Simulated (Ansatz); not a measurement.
**A low-energy model for BaAgO3 (cubic perovskite) (Pm-3m): bands, U and J**

Aim: U, U′ and J for the Ag d shell of BaAgO3 (cubic perovskite) (Pm-3m).

Main program and level: Ansatz 0.2.0; non-magnetic LDA, then constrained RPA, plane waves, PAW.

The structure was built from a prototype and need not be the compound's stable phase.

### 1. Starting point

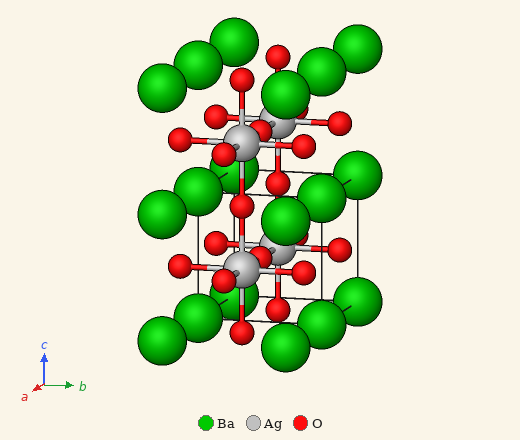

The starting structure, seen slightly off an axis (barium green, silver light grey, oxygen red). 2×1×2 cells are drawn. Some periodic images of atoms are drawn too.

The structure was relaxed with LDA. The structure type comes from a generator and need not be one that this composition takes. The structure was generated from a model, not taken from a measurement. The runs that relaxed it are not among those shown. The program's search for lower electronic states was switched off, so nothing shows that the state found is the lowest. Spin-orbit coupling is left out unless a step names it. The default PAW set here is soft_2. Its files were made with PBE.

### 2. LDA bands and orbital weights

This step: DFT, LDA, plane waves, PAW.

The input, input.yaml:

```yaml
crystal:
  lattice:
    - [0.0, -4.04180955, 0.0]
    - [0.0, 0.0, 4.04180955]
    - [-4.04180955, 0.0, 0.0]
  atoms:
    - { symbol: Ba, position: [0.0, 0.0, 0.0] }
    - { symbol: Ag, position: [0.5, 0.5, 0.5] }
    - { symbol: O, position: [0.5, 0.5, 0.0] }
    - { symbol: O, position: [0.5, 0.0, 0.5] }
    - { symbol: O, position: [0.0, 0.5, 0.5] }
kpoints:
  mp_grid: { grid: [8, 8, 8] }
  band_path:
    path:
      - [[0.0, 0.0, 0.0], [0.0, 0.5, 0.0], [0.5, 0.5, 0.0], [0.0, 0.0, 0.0], [0.5, 0.5, 0.5], [0.0, 0.5, 0.0]]
      - [[0.5, 0.5, 0.5], [0.5, 0.5, 0.0]]
    npoints: 10
hamiltonian:
  xc: lda
scf:
  occupations: { method: gaussian, width: 0.08 }
  n_extra_bands: 19
  max_iter: 150
  lower_state_search: "off"
output:
  eigenvalues: true
  forces: true
  stress: true
  fatbands: true
  write_density: true
  write_potential: true
  elf: true
  volumetric_format: npy
```

Command:

```bash
$ ansatz run input.yaml --threads 4 --pin off --max-ram 9216MiB --backend cpu --events-out ev --progress --plain --runs-dir out
```

Numbers of over 12 decimals in the logs are rounded to 6 here.

Output:

```text
scf.n_extra_bands = 19 over 24 filled bands (N_el = 47.0): the run solves 43 bands
Engine: ansatz 0.2.0, aarch64-unknown-linux-gnu
Pseudopotentials: kind: paw
Pseudopotential: Ba, paw, valence charge 10, recommended cutoff 420 eV (normal), Ba.paw.azcp
Pseudopotential: Ag, paw, valence charge 19, recommended cutoff 420 eV (normal), Ag.paw.azcp
Pseudopotential: O, paw, valence charge 6, recommended cutoff 420 eV (normal), O.paw.azcp
Functional definition: SPW92
  exchange = slater_x
  correlation = pw_c
Crystal: 5 atoms, lattice volume = 66.028 Å³
Basis set: ecut = 420 eV, 1309 PW (Γ)
Bands: 43, of which v1, the nominal top of the filled ones, is band 24 counted from 1 (23 counted from 0)
Symmetry: 48 space group operations
Space group: Pm-3m (ITA 221), of the structure as read, at distance tolerance 4.0e-5 Å
k-points: 35 of 512
Non-local potential: Ba, projectors of the file, l = 0: 3, l = 1: 2, l = 2: 2, l = 3: 2
Non-local potential: Ag, projectors of the file, l = 0: 3, l = 1: 2, l = 2: 2, l = 3: 1
Non-local potential: O, projectors of the file, l = 0: 2, l = 1: 2, l = 2: 1
PAW form: soft (Blöchl's): semilocal exchange-correlation on the pseudo side does not see the compensation charge
PAW frozen core: Ba, regenerated for the run's functional, and the local potential with it (the file was generated under x = pbe(κ = 0.804, μ = 0.219515), c = pbe(β = 0.066725))
PAW frozen core: Ag, regenerated for the run's functional, and the local potential with it (the file was generated under x = pbe(κ = 0.804, μ = 0.219515), c = pbe(β = 0.066725))
PAW frozen core: O, regenerated for the run's functional, and the local potential with it (the file was generated under x = pbe(κ = 0.804, μ = 0.219515), c = pbe(β = 0.066725))
PAW one-centre angular grid: Ba, 194 points (default); XC on 64 Gauss nodes
PAW one-centre angular grid: Ag, 590 points (default); XC on 64 Gauss nodes
PAW one-centre angular grid: O, 110 points (default); XC on 64 Gauss nodes
Initial density: superposition of atomic densities (neutral atoms: chi_scale 0, normalization atom), corrected by the library's trained network
Initial wavefunctions: pseudopotential atomic-orbital guess
Functional: x = slater, c = lda
SCF iter   1: F=—  HF=-14901.774859 eV  |F-HF|=—  |Δ(HF+E_count)|=         —  Δρ=1.93e-2  dr2=2.45e-1  ethr=1.77e-3  ⟨swp⟩=7.0  Hψ=7654  notcnv=0  defer=193
preconditioner: auto → Kerker (q_TF=auto, 2.578 Å⁻¹)  [metal: Δε(μ)=0.036 eV  Ē_g=17.638 eV  σ=0.080 eV  W_gap=0.25  n_scr=18 (ndim 8)  ℏωp=28.5 eV  f_vac=0.001  D(μ)=2.94/eV (n_scr^D=26)]
SCF iter   2: F=—  HF=-14901.720775 eV  |F-HF|=—  |Δ(HF+E_count)|=   5.41e-2  Δρ=9.43e-3  dr2=7.57e-2  ethr=5.22e-4  ⟨swp⟩=1.9  Hψ=2024  notcnv=0  defer=451
SCF iter   3: F=—  HF=-14901.699122 eV  |F-HF|=—  |Δ(HF+E_count)|=   2.17e-2  Δρ=2.18e-3  dr2=5.75e-3  ethr=1.61e-4  ⟨swp⟩=2.1  Hψ=1884  notcnv=0  defer=451
SCF iter   4: F=—  HF=-14901.697330 eV  |F-HF|=—  |Δ(HF+E_count)|=   1.79e-3  Δρ=7.39e-4  dr2=8.97e-4  ethr=1.22e-5  ⟨swp⟩=1.8  Hψ=1351  notcnv=0  defer=451
SCF iter   5: F=—  HF=-14901.697001 eV  |F-HF|=—  |Δ(HF+E_count)|=   3.29e-4  Δρ=2.46e-4  dr2=5.98e-5  ethr=1.91e-6  ⟨swp⟩=2.1  Hψ=1566  notcnv=0  defer=451
SCF iter   6: F=—  HF=-14901.696986 eV  |F-HF|=—  |Δ(HF+E_count)|=   1.48e-5  Δρ=5.60e-5  dr2=1.53e-6  ethr=1.27e-7  ⟨swp⟩=2.4  Hψ=1758  notcnv=0  defer=454
SCF iter   7: F=-14901.696986 eV  HF=-14901.696986 eV  |F-HF|=8.05e-9  |Δ(HF+E_count)|=   4.41e-8  Δρ=1.02e-5  dr2=5.15e-8  ethr=2.13e-10  ⟨swp⟩=14.9  Hψ=12398  notcnv=0
SCF 1 converged in 7 iterations: F = -14901.696986 eV  dr2 = 5.15e-8
  greatest PAW one-centre occupation: 1.003 electrons in one spin orbital (limit 2), on the Ag atom at site 1 (counted from 0), in its partial waves of l = 0
NSCF: frozen V_eff on 62 k-points
SCF converged after 7 iterations
Free energy (F): -14901.696986 eV
Harris-Foulkes:  -14901.696986 eV  (|F-HF|=8.05e-9)
Internal energy: -14901.678587 eV  (E = F + TS)
E sigma→0 (E₀):  -14901.687787 eV
Entropy (-TS):   -0.018399 eV (-3.680 meV/atom)
Fermi energy:    10.531230 eV
--- Per-component energies (eV) ---
  E_band       = -302.783903
  E_kinetic    = 1214.036520
  E_local      = -4285.160801  (includes V_loc(G=0)·N_el)
  E_nonlocal   = 295.614819
  E_hartree    = 1838.488428
  E_xc         = -569.441775
  E_vxc        = -651.890454  (∫ρ·V_xc dr)
  E_paw        = -9263.272170  (= ΣΔE_a)
  E_vpaw       = -552.356632  (= ΣTr[D̂ρ^β])
  E_aug_tail   = 0.007615  (compensation charges beyond the density's cutoff)
  E_ewald      = -4133.249311
  E_core_change = 1.298088  (= ΣΔE_core)
  E_smearing   = -0.018399  (= −TS)
  E_closure    = -0.000000  (closes the sum)
  Σ components = -14901.696986   (vs F -14901.696986, Δ=0.00e0)
--- Forces (eV/Å), atoms counted from 1 ---
  atom   1  Ba     0.00000000     0.00000000     0.00000000
  atom   2  Ag    -0.00000000     0.00000000     0.00000000
  atom   3  O     -0.00000000    -0.00000000    -0.00000000
  atom   4  O     -0.00000000     0.00000000    -0.00000000
  atom   5  O     -0.00000000     0.00000000     0.00000000
  max |Σ_I F_I| component: 8.26e-29 eV/Å
--- Stress (GPa, compression-positive) ---
        0.405160      -0.000000      -0.000000
        0.000000       0.405160       0.000000
        0.000000       0.000000       0.405160
  P = ⅓ Tr σ = 0.4052 GPa (4.052 kbar)
--- Band table (eV; the first three rows and the last of 35) ---
  k-point 0: bands = [... 20 lower, 9.4188, 9.4188, 10.1335, 10.1335, 10.1335, 15.7800, 15.7800, 16.8358, ... 15 higher]
  k-point 1: bands = [... 20 lower, 9.4658, 9.4658, 10.1267, 10.1267, 10.1477, 16.0418, 16.0639, 17.2091, ... 15 higher]
  k-point 2: bands = [... 20 lower, 9.5054, 9.5054, 10.2004, 10.2004, 10.5251, 16.6855, 16.8024, 18.2275, ... 15 higher]
  k-point 34: bands = [... 20 lower, 10.6053, 10.6053, 10.6053, 13.7863, 13.7863, 17.1864, 17.1864, 17.1864, ... 15 higher]
```

Elapsed: 3.2 s, on 4 threads of Arm Neoverse V2, shared host; peak memory 0.41 GiB.

This step gave:

| Item | Value |
| --- | --- |
| pressure | 0.4052 GPa |

Electronic bands along the path, in eV, zero at the Fermi level:

```tsv
point	band 21	band 22	band 23	band 24	band 25	band 26	band 27	band 28
Γ	-1.11	-1.11	-0.40	-0.40	-0.40	5.25	5.25	6.30
X	-1.08	-1.08	-0.08	-0.08	0.67	7.15	7.65	8.43
M	-0.90	-0.53	-0.53	-0.10	3.25	7.80	8.27	9.85
Γ	-1.11	-1.11	-0.40	-0.40	-0.40	5.25	5.25	6.30
R	0.07	0.07	0.07	3.25	3.25	6.66	6.66	6.66
X	-1.08	-1.08	-0.08	-0.08	0.67	7.15	7.65	8.43
jump to R	0.07	0.07	0.07	3.25	3.25	6.66	6.66	6.66
M	-0.90	-0.53	-0.53	-0.10	3.25	7.80	8.27	9.85
```

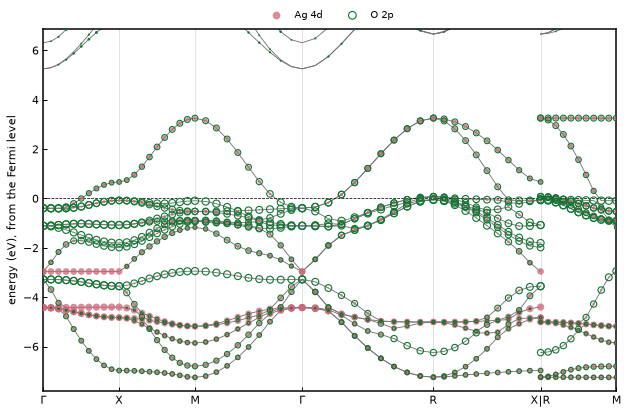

Electronic bands along the path; dots are coloured as in the legend, and their area grows with the weight.

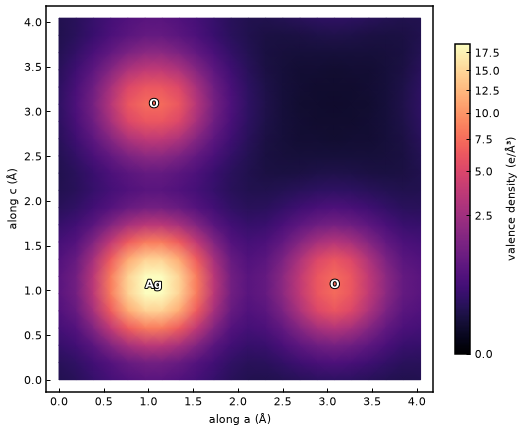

Valence density in the ac plane at fractional y = 0.500, with atoms of Ag and O within 0.2 Å of it. It is the smooth field of the valence electrons, not physical close to the nuclei. The map starts off the cell's origin, so that atoms lie inside it. The colour scale is stretched toward low values.

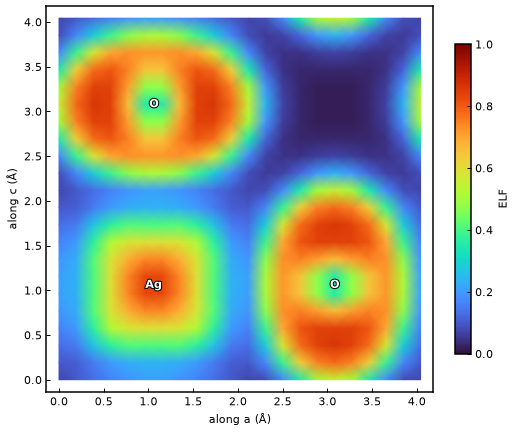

ELF in the ac plane at fractional y = 0.500, with atoms of Ag and O within 0.2 Å of it. It is the smooth field of the valence electrons, not physical close to the nuclei. The map starts off the cell's origin, so that atoms lie inside it.

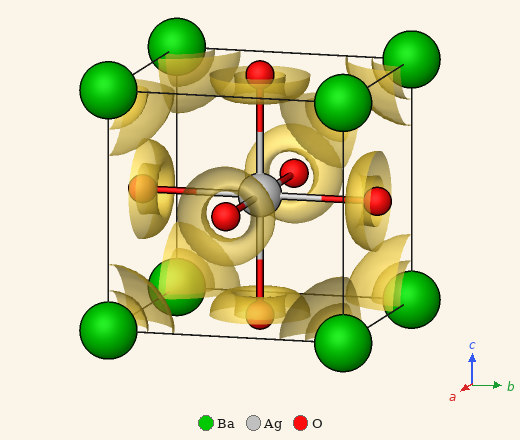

Surface of ELF = 0.8.

### 3. Constrained RPA: Ag d + anion p, bands v13 to c1, 4×4×4 mesh, medium accuracy

Constrained RPA screens the interaction with every transition except those inside the target bands, which a later many-body model would treat itself.

This step: constrained RPA on LDA, plane waves, PAW.

input.yaml, the sections that differ from step 2:

```yaml
kpoints:
  mp_grid: { grid: [8, 8, 8] }
output:
  crpa:
    kmesh: [4, 4, 4]
    target_bands: [v13, c1]
    projections: [{ species: Ag, l: d, shell: 4 }, { species: O, l: p, shell: 2 }]
  local_orbitals:
    kmesh: [8, 8, 8]
    orbitals: [{ species: Ag, l: d, shell: 4 }, { species: O, l: p, shell: 2 }]
    window: { bands: [v13, c1] }
    seedname: lo
# crystal, hamiltonian, scf: as in step 2
```

Output:

```text
[...]
Crystal: 5 atoms, lattice volume = 66.028 Å³
Basis set: ecut = 420 eV, 1309 PW (Γ)
Bands: 43, of which v1, the nominal top of the filled ones, is band 24 counted from 1 (23 counted from 0)
[... 1 set-up line as in the run before ...]
[...]
k-points: 35 of 512
[...]
SCF iter   1: F=—  HF=-14901.774864 eV  |F-HF|=—  |Δ(HF+E_count)|=         —  Δρ=1.93e-2  dr2=2.45e-1  ethr=1.77e-3  ⟨swp⟩=7.0  Hψ=7654  notcnv=0  defer=193
[...]
SCF iter   7: F=-14901.696986 eV  HF=-14901.696986 eV  |F-HF|=7.99e-9  |Δ(HF+E_count)|=   4.49e-8  Δρ=1.02e-5  dr2=5.14e-8  ethr=2.13e-10  ⟨swp⟩=9.5  Hψ=8250  notcnv=0
SCF 1 converged in 7 iterations: F = -14901.696986 eV  dr2 = 5.14e-8
[...]
NSCF: frozen V_eff on 38 k-points
[...]
cRPA screening: q 1/64
cRPA screening: q 2/64
cRPA screening: q 8/64 (q-point 3)
cRPA screening: q 11/64 (q-point 6)
cRPA screening: q 17/64 (q-point 7)
cRPA screening: q 29/64 (q-point 8)
cRPA screening: q 35/64 (q-point 11)
cRPA screening: q 38/64 (q-point 22)
cRPA screening: q 40/64 (q-point 23)
cRPA screening: q 46/64 (q-point 24)
cRPA screening: q 52/64 (q-point 27)
cRPA screening: q 58/64 (q-point 28)
cRPA screening: q 64/64 (q-point 43)
SCF converged after 7 iterations
Free energy (F): -14901.696986 eV
[...]
Internal energy: -14901.678587 eV  (E = F + TS)
E sigma→0 (E₀):  -14901.687787 eV
Entropy (-TS):   -0.018399 eV (-3.680 meV/atom)
Fermi energy:    10.531230 eV
[...]
--- Band table (eV; the first three rows and the last of 35) ---
  k-point 0: bands = [... 20 lower, 9.4188, 9.4188, 10.1335, 10.1335, 10.1335, 15.7800, 15.7800, 16.8358, ... 15 higher]
  k-point 1: bands = [... 20 lower, 9.4658, 9.4658, 10.1267, 10.1267, 10.1477, 16.0418, 16.0639, 17.2091, ... 15 higher]
  k-point 2: bands = [... 20 lower, 9.5054, 9.5054, 10.2004, 10.2004, 10.5251, 16.6855, 16.8024, 18.2275, ... 15 higher]
  k-point 34: bands = [... 20 lower, 10.6053, 10.6053, 10.6053, 13.7863, 13.7863, 17.1864, 17.1864, 17.1864, ... 15 higher]
--- cRPA (band scheme, projected local orbitals): target bands 12..25 (1-based), 14 Wannier function(s), 4×4×4 mesh, 50 bands' worth read of 55 solved, ecut_chi 136.0 eV, v(q+G=0) probe_charge, pair densities all_electron ---
  bands read: the sum over 50 bands ends inside a degenerate multiplet in 11 slots, whose members it reads at an even weight; the widest, k=42: bands 49 to 51 (counted from 1) at 2/3 each
  χ-basis size per q: N_G = 232..280
  window electrons = 25.0000, filled by tetrahedron_uncorrected; constrained ε̄⁻¹(q = 0, 0) head = 0.323081; min gauge Gram eig = 0.7407
  Kanamori averages over each shell's own Wannier functions (sites counted from 0, functions from 1):
  Each shell's averages of U are screened by what lies outside the whole window alone: parameters of one model of all the shells.
    Site 1, 4D, 5 of 5 d orbitals (Wannier functions 1, 2, 3, 4, 5; wannier90's mr 1, 2, 3, 4, 5):
      screened: U = 8.5595 eV, U' = 7.3724 eV, J = 0.5942 eV
      screened, to within: U = 2.3e-2 eV, U' = 2.3e-2 eV, J = 8.8e-4 eV
      bare: V = 19.4915 eV, V' = 17.9757 eV, J = 0.7533 eV
    Site 2, 2P, 3 of 3 p orbitals (Wannier functions 6, 7, 8; wannier90's mr 1, 2, 3):
      screened: U = 6.9322 eV, U' = 5.5656 eV, J = 0.6782 eV
      screened, to within: U = 1.3e-2 eV, U' = 1.3e-2 eV, J = 1.1e-3 eV
      bare: V = 18.3803 eV, V' = 16.6288 eV, J = 0.8705 eV
    Site 3, 2P, 3 of 3 p orbitals (Wannier functions 9, 10, 11; wannier90's mr 1, 2, 3):
      screened: U = 6.9322 eV, U' = 5.5656 eV, J = 0.6782 eV
      screened, to within: U = 1.3e-2 eV, U' = 1.3e-2 eV, J = 1.1e-3 eV
      bare: V = 18.3803 eV, V' = 16.6288 eV, J = 0.8705 eV
    Site 4, 2P, 3 of 3 p orbitals (Wannier functions 12, 13, 14; wannier90's mr 1, 2, 3):
      screened: U = 6.9322 eV, U' = 5.5656 eV, J = 0.6782 eV
      screened, to within: U = 1.3e-2 eV, U' = 1.3e-2 eV, J = 1.1e-3 eV
      bare: V = 18.3803 eV, V' = 16.6288 eV, J = 0.8705 eV
  Hermiticity witness max|P − P†| over intra, direct and exchange elements: 1.07e-14 eV (screened), 5.55e-17 eV (bare)
  Reality witness max|Im| over intra, direct and exchange elements: 4.87e-10 eV (screened), 5.91e-12 eV (bare)
```

The job ended after 3 min (4 threads; peak memory 0.75 GiB).

This step gave:

* U: 8.559 eV
* U prime (inter-orbital): 7.372 eV
* J: 0.5942 eV
* bare V: 19.49 eV
* bare J: 0.7533 eV
* stated bound on U: 0.02221 eV
* U over bare V: 0.4391
* electrons in the window: 25.00
* head of the constrained inverse dielectric matrix: 0.3231
* least eigenvalue of the projection's overlap: 0.7407
* target functions: 14
* bands in the sums: 50
* r.m.s. miss of the model bands: 1.08e-4 eV
* width of the target bands: 10.51 eV
* weight of the projected orbitals in the window: 0.9377

On the Ag d shell, screening brings the on-site interaction from 19.5 eV down to U = 8.56 eV.

Kanamori averages over each shell's functions. Crpa shells, by row:

```tsv
site	element	shell	orbitals	U (eV)	U' (eV)	J (eV)	bare V (eV)	bare V' (eV)	bare J (eV)	bound on U (eV)
2	Ag	4D	5	8.559	7.372	0.5942	19.49	17.98	0.7533	0.02221
3	O	2P	3	6.932	5.566	0.6782	18.38	16.63	0.8705	0.0123
4	O	2P	3	6.932	5.566	0.6782	18.38	16.63	0.8705	0.0123
5	O	2P	3	6.932	5.566	0.6782	18.38	16.63	0.8705	0.0123
```

Projected local orbitals of the target window. Electronic bands along the path, in eV, zero at the Fermi level; # counts the bands kept:

```tsv
point	#10	#11	#12	#13	#14
Γ	-1.11	-1.11	-0.40	-0.40	-0.40
X	-1.08	-1.08	-0.08	-0.08	0.67
M	-0.90	-0.53	-0.53	-0.10	3.25
Γ	-1.11	-1.11	-0.40	-0.40	-0.40
R	0.07	0.07	0.07	3.25	3.25
X	-1.08	-1.08	-0.08	-0.08	0.67
jump to R	0.07	0.07	0.07	3.25	3.25
M	-0.90	-0.53	-0.53	-0.10	3.25
```

The same for Kohn-Sham, solved directly:

```tsv
point	#10	#11	#12	#13	#14
Γ	-1.11	-1.11	-0.40	-0.40	-0.40
X	-1.08	-1.08	-0.08	-0.08	0.67
M	-0.90	-0.53	-0.53	-0.10	3.25
Γ	-1.11	-1.11	-0.40	-0.40	-0.40
R	0.07	0.07	0.07	3.25	3.25
X	-1.08	-1.08	-0.08	-0.08	0.67
R	0.07	0.07	0.07	3.25	3.25
M	-0.90	-0.53	-0.53	-0.10	3.25
```

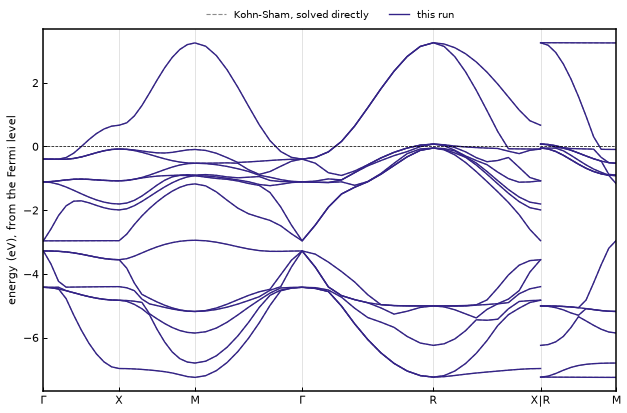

Electronic bands along the path; dashed: Kohn-Sham, solved directly.

Onsite levels, by row:

```tsv
orbital	level less Fermi level (eV)
Ag2 dz2	-3.342
Ag2 dxz	-4.239
Ag2 dyz	-4.239
Ag2 dx2-y2	-3.342
Ag2 dxy	-4.239
O3 pz	-1.211
O3 px	-2.673
O3 py	-1.211
O4 pz	-2.673
O4 px	-1.211
O4 py	-1.211
O5 pz	-1.211
O5 px	-1.211
O5 py	-2.673
```

Largest distinct elements between sites. Hoppings, by row:

```tsv
from	to	cell	distance (Å)	t (eV)
O4 pz	Ag2 dz2	0 -1 0	2.021	1.979
Ag2 dx2-y2	O5 py	1 0 0	2.021	1.714
Ag2 dz2	O3 px	0 0 1	2.021	0.9893
Ag2 dxy	O3 py	0 0 0	2.021	-0.81
O3 px	O4 pz	0 1 0	2.858	-0.51
O3 py	O5 py	1 0 0	2.858	0.2458
O5 px	O3 py	-1 0 1	2.858	-0.1975
Ag2 dz2	Ag2 dz2	0 1 0	4.042	0.1288
O3 pz	O3 pz	1 1 0	5.716	0.1033
O4 px	O4 px	0 1 0	4.042	-0.1031
Ag2 dx2-y2	Ag2 dx2-y2	0 0 -1	4.042	0.0971
O5 pz	O5 px	0 1 -1	5.716	0.0961
```

### 4. Outcome

```json
{"Ag d + anion p": "U 8.56 eV, U′ 7.37 eV, J 0.59 eV, bare V 19.5 eV", "method": "constrained RPA on non-magnetic LDA, 4×4×4 mesh, static; search for lower states off"}
```

**Reading.** For Ag d + anion p, screening cuts the on-site interaction from 19.49 eV to 8.56 eV (44 %), while J goes only from 0.75 eV to 0.59 eV: the monopole is screened far more than the multipoles. U − 2J differs from U′ by −0.001 eV, so the Kanamori relation holds well. The parent state is non-magnetic and the interaction static (zero frequency); U depends on the window and the orbitals, so it belongs to this model alone. The bands cross the Fermi level under this constraint, which need not be the crystal's state: magnetic order, correlation or a lattice distortion may open a gap. A window that holds the anion p bands defines a model with explicit ligands; its U belongs to that model and is not the U of DFT+U.

[Paths, hosts, dates, memory and timing lines, banners, echoed tables and standing remarks are left out of the program output.]

[Logs are printed without paths, hosts, clocks, repeated set-up lines and the standing remarks that a program may print on its own settings, such as how far it seeks lower states.]

[Runs of the session that timed out or met a known fault of the program may be left out.]

[Hosts, paths, dates, database ids (printed as entryN), source tags and the programs' standing remarks are cut or masked in the printed files.]
